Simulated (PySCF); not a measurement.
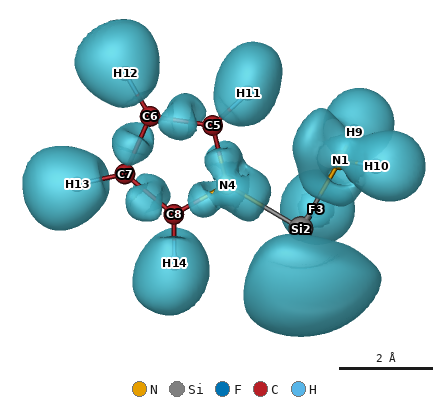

Figure. C4H6FN2Si (SMILES N[Si-](F)n1cccc1) (charge −1). Isosurface of the electron localisation function at 0.75 (cyan), seen at a tilt. Only the valence region is drawn (cores and ρ < 0.01 e/Å³ removed).

Geometry: GFN2-xTB, coordinate held.

Method: PBE0/pcSseg-1, SCF density, gas phase, non-relativistic in PySCF 2.14.0.

```
atom    x (Å)    y (Å)    z (Å)
   N  -2.3229   0.7061  -0.6679
  Si  -1.4282  -0.6882  -1.3418
   F  -1.9630  -1.6672   0.0058
   N   0.0631  -0.2910  -0.2873
   C   0.3037   0.7249   0.5630
   C   1.6119   0.6916   0.9807
   C   2.2073  -0.4084   0.3347
   C   1.2189  -0.9704  -0.4354
   H  -2.7470   0.5390   0.2360
   H  -3.0172   1.1297  -1.2713
   H  -0.4750   1.4178   0.8218
   H   2.0872   1.3787   1.6641
   H   3.2318  -0.7381   0.4211
   H   1.2586  -1.8320  -1.0802
```

**What do the ELF domains correspond to?**

The ELF exceeds this value in three regions between bonded C–C atoms (shared pairs), four regions around hydrogen nuclei, one region on N in which the atom's valence shell and bonds are merged, one lobe on Si, pointing away from the bonds (lone pairs), one region wrapped around F (its lone pairs, merged into a ring or cap) and one joined region spread over several atoms (H, N), in which their bonds and any lone pairs are merged. Along the contacts the grid gives the following. C–N (1.35 Å): the ELF peaks at about 0.90 between the atoms (a covalent bond). C–C (1.37 Å): the ELF peaks at about 0.95 between the atoms; a covalent bond.
